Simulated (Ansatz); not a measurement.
# How fast states decay through Cs3Rb2I5, part 2 of 2

Aim: relax a made-up compound, Cs3Rb2I5, and see how good a tunnel barrier it would be. It is built by putting Rb for Li, I for Cl in the Cs3Li2Cl5 structure of space group Cm, with the volume rescaled by atomic radii. The parent structure comes from the Materials Project.

Ansatz 0.2.0; r2SCAN DFT, plane waves, PAW files (the session's first sound run).

So far. Step 2 (Relaxing the new crystal): The largest force component on a free atom ends at 0.0046 eV/Å.

The structure was built from a prototype and need not be the compound's stable phase.

## 3. Band edges

The energy window and the wavevectors of the next steps follow from the band edges, so these are searched first, off the mesh as well.

Input file input.yaml:

```yaml
crystal:
  lattice:
    - [4.2309794487, -15.7900534962, 0.1126426784]
    - [4.2309794487, 15.7900534962, 0.1126426784]
    - [-2.793531361, 0.0, 3.8699007881]
  atoms:
    - { symbol: Cs, position: [0.402965829, 0.6032652234, 0.24778709] }
    - { symbol: Cs, position: [0.6032652234, 0.402965829, 0.24778709] }
    - { symbol: Cs, position: [0.0032167033, 0.0032167033, 0.743560612] }
    - { symbol: Rb, position: [0.2131934596, 0.7926418022, 0.2497536711] }
    - { symbol: Rb, position: [0.7926418022, 0.2131934596, 0.2497536711] }
    - { symbol: I, position: [0.3001878312, 0.7056119294, 0.7493078384] }
    - { symbol: I, position: [0.1008173948, 0.9047699372, 0.2429567984] }
    - { symbol: I, position: [0.7056119294, 0.3001878312, 0.7493078384] }
    - { symbol: I, position: [0.9047699372, 0.1008173948, 0.2429567984] }
    - { symbol: I, position: [0.5029248899, 0.5029248899, 0.7473205924] }
kpoints:
  mp_grid: { grid: [4, 4, 6] }
  band_path: { path: [VBM, CBM], npoints: 30 }
scf:
  occupations: { method: fixed }
hamiltonian:
  xc: r2scan
output:
  eigenvalues: true
  write_potential: true
  write_density: true
  volumetric_format: npy
```

The run is started by

```bash
$ ansatz run input.yaml --threads 2 --pin off --max-ram 4096MiB --backend cpu --events-out ev --progress --plain --runs-dir out
```

Numbers of over 12 decimals in the logs are rounded to 6 here.

The program printed:

```text
[...]
Crystal: 10 atoms, lattice volume = 527.013 Å³
Basis set: ecut = 500 eV, 13381 PW (Γ), exchange–correlation on 480×480×144 points (64 copies of the dense FFT grid, shifted against one another)
Bands: 78, of which v1, the nominal top of the filled ones, is band 65 counted from 1 (64 counted from 0)
Symmetry: 2 space group operations
[...]
k-points: 34 of 96 (time reversal used)
[...]
SCF iter   1: F=—  HF=-61270.914060 eV  |F-HF|=—  |Δ(HF+E_count)|=         —  Δρ=2.51e-3  dr2=3.23e-2  dr2_τ=4.35e-3  ethr=1.77e-3  ⟨swp⟩=6.8  Hψ=9101  notcnv=0  defer=360
[...]
SCF iter   7: F=-61270.969727 eV  HF=-61270.969727 eV  |F-HF|=1.75e-10  |Δ(HF+E_count)|=   8.76e-8  Δρ=1.36e-6  dr2=1.48e-8  dr2_τ=4.51e-10  ethr=7.69e-11  ⟨swp⟩=4.2  Hψ=7191  notcnv=0
SCF 1 converged in 7 iterations: F = -61270.969727 eV  dr2 = 1.48e-8
[...]
NSCF: frozen V_eff on 68 k-points
[...]
SCF converged after 7 iterations
Free energy (F): -61270.969727 eV
[...]
Internal energy: -61270.969727 eV  (E = F + TS)
E sigma→0 (E₀):  -61270.969727 eV
Fermi energy:    2.481180 eV
[...]
--- Band table (eV; the first three rows and the last of 34) ---
  k-point 0: bands = [... 61 lower, 2.3519, 2.3540, 2.3894, 2.4812, 6.3710, 7.0019, 7.3702, 7.5059, ... 9 higher]
  k-point 1: bands = [... 61 lower, 2.1823, 2.1981, 2.2463, 2.3078, 7.0009, 7.3523, 7.8401, 7.8855, ... 9 higher]
  k-point 2: bands = [... 61 lower, 1.9990, 2.0107, 2.2967, 2.3386, 7.4287, 7.5945, 7.8923, 8.2262, ... 9 higher]
  k-point 33: bands = [... 61 lower, 1.8803, 2.0851, 2.3636, 2.3682, 7.2184, 7.5092, 7.6076, 8.1294, ... 9 higher]
```

Elapsed: 10 min, on 2 threads of Arm Neoverse V2, shared host; peak memory 3.3 GiB.

In the SCF lines HF is the Harris–Foulkes energy and dr2 the Hartree energy of the density residual, in eV; the loop may stop once dr2 is under the threshold and the program's other checks hold. Hψ counts applications of the Hamiltonian.

This step gave:

| Item | Value |
| --- | --- |
| Fermi energy | 2.481 eV |
| gap on the k-mesh | 3.890 eV |
| gap on path | 3.890 eV, by band count; negative where bands overlap |
| direct gap on path | 3.890 eV |
| edge places on path | 0, 0 1/A along the path |

Levels at VBM (eV): -7.64, -7.59, -7.58, -7.50, -7.45, -7.45, -7.41, -7.34, -7.28, -1.24, -1.17, -1.11, -0.93, -0.78, -0.78, -0.70, -0.61, -0.54, -0.48, -0.27, -0.13, -0.13, -0.09, 0.00, 3.89, 4.52, 4.89, 5.02, 5.14, 5.25, 5.26, 5.79, 5.96, 6.08, 6.14, 6.64, 6.68.

The searched edges give 3.89 eV, as on the mesh.

## 4. Decaying states in the gap

This step: r2SCAN DFT, plane waves, PAW files; complex bands by layer matching along the plane's normal (Ansatz 0.2.0).

The same crystal is laid in a cell whose first two vectors span the (010) plane (indices of the standard conventional cell, whose axes can be ordered otherwise than in the bulk input). At fixed energy and wavevector in the plane the solver finds all kz, real and complex. A few wavevectors are listed, (0, 0) and (0.5, 0) in units of the plane's reciprocal vectors; the slowest state needn't be among them.

Input file input.yaml:

```yaml
crystal:
  lattice:
    - [4.772834543, 0.0, 0.0]
    - [0.002730872, 6.992968814, 0.0]
    - [-2.385051836, 3.496484407, 15.790053496]
  atoms:
    - { symbol: Cs, position: [0.844821261, 0.402965829, 0.2002993944] }
    - { symbol: Cs, position: [0.6445218666, 0.6032652234, 0.7997006056] }
    - { symbol: Cs, position: [0.7403439087, 0.0032167033, 0.0] }
    - { symbol: Rb, position: [0.0365602115, 0.2131934596, 0.5794483426] }
    - { symbol: Rb, position: [0.4571118689, 0.7926418022, 0.4205516574] }
    - { symbol: I, position: [0.4491200072, 0.3001878312, 0.4054240982] }
    - { symbol: I, position: [0.1421394036, 0.1008173948, 0.8039525424] }
    - { symbol: I, position: [0.043695909, 0.7056119294, 0.5945759018] }
    - { symbol: I, position: [0.3381868612, 0.9047699372, 0.1960474576] }
    - { symbol: I, position: [0.2443957025, 0.5029248899, 0.0] }
kpoints:
  mp_grid: { grid: [6, 6, 6] }
scf:
  occupations: { method: fixed }
hamiltonian:
  xc: r2scan
output:
  eigenvalues: true
  transmission:
    leads: [[0, 0]]
    kpoints: [[0.0, 0.0], [0.5, 0.0]]
    e_range: [-1.0, 4.89]
    de: 0.12
```

The program printed:

```text
[...]
Crystal: 10 atoms, lattice volume = 527.013 Å³
Basis set: ecut = 500 eV, 13381 PW (Γ), exchange–correlation on 144×216×480 points (64 copies of the dense FFT grid, shifted against one another)
Bands: 78, of which v1, the nominal top of the filled ones, is band 65 counted from 1 (64 counted from 0)
Symmetry: 2 space group operations
[...]
k-points: 68 of 216 (time reversal used)
[...]
SCF iter   1: F=—  HF=-61270.913804 eV  |F-HF|=—  |Δ(HF+E_count)|=         —  Δρ=2.51e-3  dr2=3.25e-2  dr2_τ=4.35e-3  ethr=1.77e-3  ⟨swp⟩=6.7  Hψ=18235  notcnv=0  defer=724
[...]
SCF iter   7: F=-61270.969736 eV  HF=-61270.969736 eV  |F-HF|=1.76e-9  |Δ(HF+E_count)|=   8.64e-8  Δρ=1.31e-6  dr2=1.39e-8  dr2_τ=4.50e-10  ethr=7.69e-11  ⟨swp⟩=4.2  Hψ=14360  notcnv=0
SCF 1 converged in 7 iterations: F = -61270.969736 eV  dr2 = 1.39e-8
[...]
transmission: 25 of 50 steps passed
transmission: 50 of 50 steps passed
SCF converged after 7 iterations
Free energy (F): -61270.969736 eV
[...]
Internal energy: -61270.969736 eV  (E = F + TS)
E sigma→0 (E₀):  -61270.969736 eV
Fermi energy:    2.481177 eV
[...]
--- Band table (eV; the first three rows and the last of 68) ---
  k-point 0: bands = [... 61 lower, 2.3518, 2.3540, 2.3894, 2.4812, 6.3710, 7.0019, 7.3702, 7.5059, ... 9 higher]
  k-point 1: bands = [... 61 lower, 2.3499, 2.3521, 2.3906, 2.4798, 6.4110, 6.9689, 7.3783, 7.5270, ... 9 higher]
  k-point 2: bands = [... 61 lower, 2.3413, 2.3525, 2.3930, 2.4768, 6.5122, 6.9082, 7.2271, 7.6042, ... 9 higher]
  k-point 67: bands = [... 61 lower, 1.8803, 2.0851, 2.3636, 2.3682, 7.2184, 7.5092, 7.6076, 8.1294, ... 9 higher]
--- Transmission ---
  basis      : 349 plane waves across, 25 finite elements along
  points     : 2, as listed
  energies   : 50 from -1.000000 to 4.880000 eV about the Fermi level, 0.120000 eV apart; the leads are filled to 1.944923 eV, and channels, transmission and decay are at 2.000000 eV
  crystal 0  : Cs3I5Rb2, at the sites [0, 0], period 15.7901 Å: whole cells are its period
    offset         : up to 0.0000 Å between an atom of the period and one for which it stands
    channels       : 0.000000e0 a spin
    conductance    : none, the energies end too early or step too widely for 300 K: set another output.transmission.e_range or a lower de, or, where they end at an eighth of basis.ecutwfc, a higher one
    slowest decay  : 0.3193 /Å at (0.0000, 0.0000)
```

Run time: 8.2 min. Hardware: 2 threads; peak memory 3 GiB.

Numbers from this step:

* level to which the leads are filled: 1.945 eV from the Fermi level
* decay constant at the filling level, zone centre: 0.3193 Å⁻¹
* decay constant at the filling level, slowest listed point: 0.3193 Å⁻¹

K parallel (0, 0); values up to 1.14134 1/Å, a degenerate pair printed once or twice; energies at which all values exceed this have no row. The Im kz of the slowest decaying states by energy, zero at the highest filled level on the SCF mesh:

| energy (eV) | decay 1 (Å⁻¹) | decay 2 (Å⁻¹) | decay 3 (Å⁻¹) | decay 4 (Å⁻¹) |
| --- | --- | --- | --- | --- |
| -1.000 | 0.147 | 0.183 | 0.212 | 0.578 |
| -0.520 | 0.0877 | 0.0912 | 0.254 | 0.297 |
| -0.040 | 0.173 | 0.188 | 0.221 | 0.382 |
| 0.440 | 0.278 | 0.400 | 0.425 | 0.452 |
| 1.040 | 0.318 | 0.445 | 0.468 | 0.528 |
| 1.520 | 0.326 | 0.448 | 0.487 | 0.550 |
| 2.000 | 0.319 | 0.441 | 0.487 | 0.557 |
| 2.480 | 0.298 | 0.425 | 0.474 | 0.553 |
| 2.960 | 0.261 | 0.399 | 0.450 | 0.541 |
| 3.440 | 0.196 | 0.358 | 0.413 | 0.482 |
| 4.040 | 0.257 | 0.345 | 0.397 | 0.490 |
| 4.520 | 0.0742 | 0.259 | 0.329 | 0.457 |

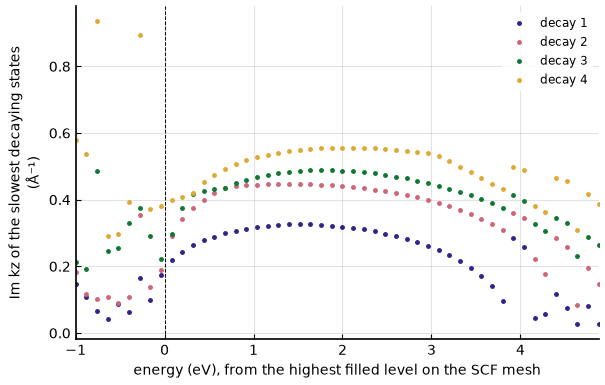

Im kz of the slowest decaying states against energy.

K parallel (0.5, 0); values up to 1.14134 1/Å, a degenerate pair printed once or twice; energies at which all values exceed this have no row. Im kz of the slowest decaying states against energy, zero at the highest filled level on the SCF mesh:

| energy (eV) | decay 1 (Å⁻¹) | decay 2 (Å⁻¹) | decay 3 (Å⁻¹) | decay 4 (Å⁻¹) |
| --- | --- | --- | --- | --- |
| -1.000 | 0.0833 | 0.322 | 0.549 | - |
| -0.520 | 0.277 | 0.319 | 0.517 | - |
| -0.040 | 0.392 | 0.626 | - | - |
| 0.440 | 0.413 | 0.494 | 0.708 | - |
| 1.040 | 0.440 | 0.540 | 0.732 | - |
| 1.520 | 0.450 | 0.559 | 0.732 | - |
| 2.000 | 0.453 | 0.569 | 0.720 | 1.12 |
| 2.480 | 0.449 | 0.573 | 0.700 | 1.07 |
| 2.960 | 0.440 | 0.573 | 0.669 | 1.02 |
| 3.440 | 0.425 | 0.572 | 0.627 | 0.975 |
| 4.040 | 0.397 | 0.548 | 0.579 | 0.883 |
| 4.520 | 0.367 | 0.449 | 0.644 | 0.711 |

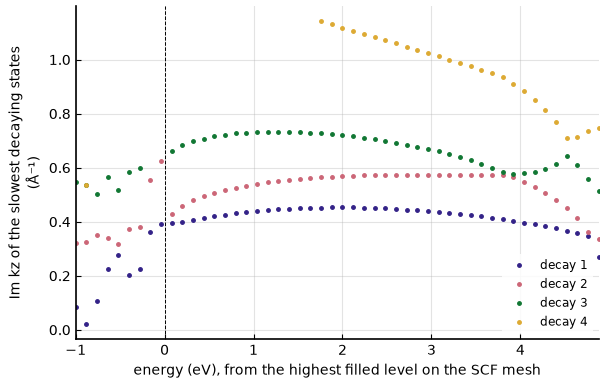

Im kz of the slowest decaying states, plotted against energy.

At the listed wavevectors the last open channel is at -0.28 eV and the next at +3.92 eV on the grid. At +2.00 eV, the grid energy nearest the filling level (the middle of the gap on the SCF mesh), the slowest state at the listed wavevectors decays with κ = 0.319 Å⁻¹, its amplitude falling by e over 3.1 Å. Through 1 nm of this crystal that state's transmission falls by exp(−2 × 0.319 Å⁻¹ × 10 Å) = 0.0017.

## 5. Band edges at another level

This step: r2SCAN DFT, plane waves, JTH PAW files (Ansatz 0.2.0).

The edges again with JTH files, at the same atoms.

Input file input.yaml:

```yaml
crystal:
  lattice:
    - [4.2309794487, -15.7900534962, 0.1126426784]
    - [4.2309794487, 15.7900534962, 0.1126426784]
    - [-2.793531361, 0.0, 3.8699007881]
  atoms:
    - { symbol: Cs, position: [0.402965829, 0.6032652234, 0.24778709] }
    - { symbol: Cs, position: [0.6032652234, 0.402965829, 0.24778709] }
    - { symbol: Cs, position: [0.0032167033, 0.0032167033, 0.743560612] }
    - { symbol: Rb, position: [0.2131934596, 0.7926418022, 0.2497536711] }
    - { symbol: Rb, position: [0.7926418022, 0.2131934596, 0.2497536711] }
    - { symbol: I, position: [0.3001878312, 0.7056119294, 0.7493078384] }
    - { symbol: I, position: [0.1008173948, 0.9047699372, 0.2429567984] }
    - { symbol: I, position: [0.7056119294, 0.3001878312, 0.7493078384] }
    - { symbol: I, position: [0.9047699372, 0.1008173948, 0.2429567984] }
    - { symbol: I, position: [0.5029248899, 0.5029248899, 0.7473205924] }
kpoints:
  mp_grid: { grid: [4, 4, 6] }
  band_path: { path: [VBM, CBM], npoints: 30 }
scf:
  occupations: { method: fixed }
hamiltonian:
  xc: r2scan
  pseudopotentials: { kind: paw, source: jth }
output:
  eigenvalues: true
```

The program printed:

```text
Warning: <dir> the checks of this Cs dataset prove no rule for summing its radial tables, as where they were carried onto another mesh than they were made on, and Gregory's rule is taken, under which a leading mesh point left out moves its sums only by what lay on the interval it spanned. That does not make them correct, and they differ from Quantum ESPRESSO's on this file; a re-export a fraction of a mesh step off can move them. hamiltonian.pseudopotentials.radial_quadrature: simpson_from_first_knot sums it by `pw.x`'s rule; on a PAW file no value gives `pw.x`'s numbers. What more to know: hamiltonian.pseudopotentials.radial_quadrature, in the input reference
Warning: <dir> the checks of this Rb dataset prove no rule for summing its radial tables, as where they were carried onto another mesh than they were made on, and Gregory's rule is taken, under which a leading mesh point left out moves its sums only by what lay on the interval it spanned. That does not make them correct, and they differ from Quantum ESPRESSO's on this file; a re-export a fraction of a mesh step off can move them. hamiltonian.pseudopotentials.radial_quadrature: simpson_from_first_knot sums it by `pw.x`'s rule; on a PAW file no value gives `pw.x`'s numbers. What more to know: hamiltonian.pseudopotentials.radial_quadrature, in the input reference
Warning: <dir> the checks of this I dataset prove no rule for summing its radial tables, as where they were carried onto another mesh than they were made on, and Gregory's rule is taken, under which a leading mesh point left out moves its sums only by what lay on the interval it spanned. That does not make them correct, and they differ from Quantum ESPRESSO's on this file; a re-export a fraction of a mesh step off can move them. hamiltonian.pseudopotentials.radial_quadrature: simpson_from_first_knot sums it by `pw.x`'s rule; on a PAW file no value gives `pw.x`'s numbers. What more to know: hamiltonian.pseudopotentials.radial_quadrature, in the input reference
basis.fft_grid_basis auto: the FFT boxes are laid along the combinations [[1, 1, 1], [0, 1, 0], [0, 0, 1]] of the cell's own vectors, 6.993, 16.347 and 4.773 Å long. The dense box has 100×240×72 points. Along the cell's own vectors, as sized, it would have 240×240×72, 2.40 times as many. Of the 2 symmetry operations that the crystal satisfies within crystal.symmetry.tolerance (time reversal apart; of a slab, those th [...]
Engine: ansatz 0.2.0, aarch64-unknown-linux-gnu
Pseudopotentials: kind: paw
Pseudopotential: Cs, paw, valence charge 9, recommended cutoff 1200 eV (normal), Cs.paw.azcp
Pseudopotential: Rb, paw, valence charge 9, recommended cutoff 660 eV (normal), Rb.paw.azcp
Pseudopotential: I, paw, valence charge 7, recommended cutoff 480 eV (normal), I.paw.azcp
Functional definition: r2SCAN
  parameter k0 = 0.174
  parameter k1 = 0.065
  parameter a1 = 4.9479
  exchange = r2scan_x(k0 = k0, k1 = k1, a1 = a1)
  correlation = r2scan_c
Error: memory limit exceeded: the `cold-start seed` phase needs 4.02 GiB against the run's memory maximum of 4.00 GiB; largest carriers: ion tables 2.16 GiB, wavefunctions 1.26 GiB, unmodelled-tail allowance 0.30 GiB, plane-wave basis 0.18 GiB, trial-orbital tables 0.05 GiB; this run sums exchange and correlation above basis.xc_grid: 1 (its plan line states the level, which a resume's fixed deck keeps): xc box scratc [...]
with nothing else changed it takes a maximum of at least 4.03 GiB, with nothing to spare, and 4.43 GiB leaves up to a tenth: --max-ram 4.43GiB where that set the maximum, else more of the term that did, and with no share typed, where 4.43 GiB is over 0.88 of the host's memory or its container's limit, a share of 0.88 or more that holds the maximum too (--max-ram-frac F), where one does; The budget is ten elevenths of [...]
```

The job ended after 2.8 s (2 threads; peak memory 0.49 GiB).

The program refused the input before any cycle.

The program's message: “Error: memory limit exceeded: the `cold-start seed` phase needs 4.02 GiB against the run's memory maximum of 4.00 GiB; largest carriers: ion tables 2.16 GiB, wavefunctions 1.26 GiB, unmodelled-tail al …”

## 6. The same cell, other settings

This step: r2SCAN DFT, plane waves, PAW files; complex bands by layer matching along the plane's normal; changed: hamiltonian.hubbard = {"sites": [{"species": "I", "l": "p", "u_eff": -5.0}]}, scf.max_iter = 100 (Ansatz 0.2.0).

This run repeats an earlier one, its twin (the complex run, plane (010)), with two settings changed (scf.max_iter, hamiltonian.hubbard.sites; files written aside). The setting was drawn as a possible misstep, on purpose. Where the input is shown as a difference, that is against the step before, not the twin.

Input file input.yaml:

```yaml
crystal:
  lattice:
    - [4.772834543, 0.0, 0.0]
    - [0.002730872, 6.992968814, 0.0]
    - [-2.385051836, 3.496484407, 15.790053496]
  atoms:
    - { symbol: Cs, position: [0.844821261, 0.402965829, 0.2002993944] }
    - { symbol: Cs, position: [0.6445218666, 0.6032652234, 0.7997006056] }
    - { symbol: Cs, position: [0.7403439087, 0.0032167033, 0.0] }
    - { symbol: Rb, position: [0.0365602115, 0.2131934596, 0.5794483426] }
    - { symbol: Rb, position: [0.4571118689, 0.7926418022, 0.4205516574] }
    - { symbol: I, position: [0.4491200072, 0.3001878312, 0.4054240982] }
    - { symbol: I, position: [0.1421394036, 0.1008173948, 0.8039525424] }
    - { symbol: I, position: [0.043695909, 0.7056119294, 0.5945759018] }
    - { symbol: I, position: [0.3381868612, 0.9047699372, 0.1960474576] }
    - { symbol: I, position: [0.2443957025, 0.5029248899, 0.0] }
kpoints:
  mp_grid: { grid: [6, 6, 6] }
scf:
  occupations: { method: fixed }
  max_iter: 100
hamiltonian:
  xc: r2scan
  hubbard: { sites: [{ species: I, l: p, u_eff: -5.0 }] }
output:
  eigenvalues: true
  transmission:
    leads: [[0, 0]]
    kpoints: [[0.0, 0.0], [0.5, 0.0]]
    e_range: [-1.0, 4.89]
    de: 0.12
```

The program printed:

```text
Cs: projections on atomic orbitals take those of the free atom [Kr 4d10] 5s2 5p6 6s1, of charge +0.00 (hamiltonian.pseudopotentials.projection_atoms); the dataset's partial waves leave at most 8.5e-6 of an orbital's norm unspanned inside its sphere
Rb: projections on atomic orbitals take those of the free atom [Ar 3d10] 4s2 4p6 5s1, of charge +0.00 (hamiltonian.pseudopotentials.projection_atoms); the dataset's partial waves leave at most 2.5e-6 of an orbital's norm unspanned inside its sphere
I: projections on atomic orbitals take those of the free atom [Kr] 4d10 5s2 5p5, of charge +0.00 (hamiltonian.pseudopotentials.projection_atoms); the dataset's partial waves leave at most 9.4e-6 of an orbital's norm unspanned inside its sphere
Engine: ansatz 0.2.0, aarch64-unknown-linux-gnu
Pseudopotentials: kind: paw
Pseudopotential: Cs, paw, valence charge 9, recommended cutoff 500 eV (meta_gga), Cs.paw.azcp
Pseudopotential: Rb, paw, valence charge 9, recommended cutoff 500 eV (meta_gga), Rb.paw.azcp
Pseudopotential: I, paw, valence charge 17, recommended cutoff 500 eV (meta_gga), I.paw.azcp
Functional definition: r2SCAN
  parameter k0 = 0.174
  parameter k1 = 0.065
  parameter a1 = 4.9479
  exchange = r2scan_x(k0 = k0, k1 = k1, a1 = a1)
  correlation = r2scan_c
Error: memory limit exceeded: the `transmission` phase of `transmission` needs 4.84 GiB against the run's memory maximum of 4.00 GiB; largest carriers: transmission 2.85 GiB, source scf tables 1.68 GiB, unmodelled-tail allowance 0.30 GiB, source scf state 0.00 GiB; this run sums exchange and correlation above basis.xc_grid: 1 (its plan line states the level, which a resume's fixed deck keeps): xc box scratch, where t [...]
with nothing else changed it takes a maximum of at least 4.85 GiB, with nothing to spare, and 5.33 GiB leaves up to a tenth: --max-ram 5.33GiB where that set the maximum, else more of the term that did, and with no share typed, where 5.33 GiB is over 0.88 of the host's memory or its container's limit, a share of 0.88 or more that holds the maximum too (--max-ram-frac F), where one does; The budget is ten elevenths of [...]
`transmission` follows the SCF: where the deck gives it k-points, a mesh or a band count of its own, those are what to reduce (not on a resume, whose deck is fixed)
```

The job ended after 1.2 s (2 threads; peak memory 0.26 GiB).

The program refused the input before any cycle.

The program's message: “Error: memory limit exceeded: the `transmission` phase of `transmission` needs 4.84 GiB against the run's memory maximum of 4.00 GiB; largest carriers: transmission 2.85 GiB, source scf tables 1.68 Gi …”

The change that led to it: hamiltonian.hubbard.

## 7. Summary of results

```json
{
 "band gap": "3.89 eV",
 "least decay constant at mid-gap, normal to (010)": "0.319 Å⁻¹"
}
```

What this shows: With r2SCAN, the slowest decay at the wavevectors tried is κ = 0.319 Å⁻¹, normal to (010). Through such a film the transmission near mid-gap falls as exp(−2κd), a factor of ten every 3.6 Å. A free electron under a barrier of half the gap would need a mass of 0.20 mₑ to decay at this rate. The compound is made up by substitution; its stability against other phases and against distortions of the cell's symmetry was not tested. r2SCAN still narrows gaps, if less than LDA and GGA do, while spin-orbit coupling, left out here, narrows them in compounds of heavy elements, so the error in κ can go either way.

[Logs are printed without paths, hosts, clocks, repeated set-up lines and the standing remarks that a program may print on its own settings, such as how far it seeks lower states.]

[Hosts, paths, dates, database ids (printed as entryN), source tags and the programs' standing remarks are cut or masked in the printed files.]

[New means built here by substitution; the compound itself may be known and measured.]
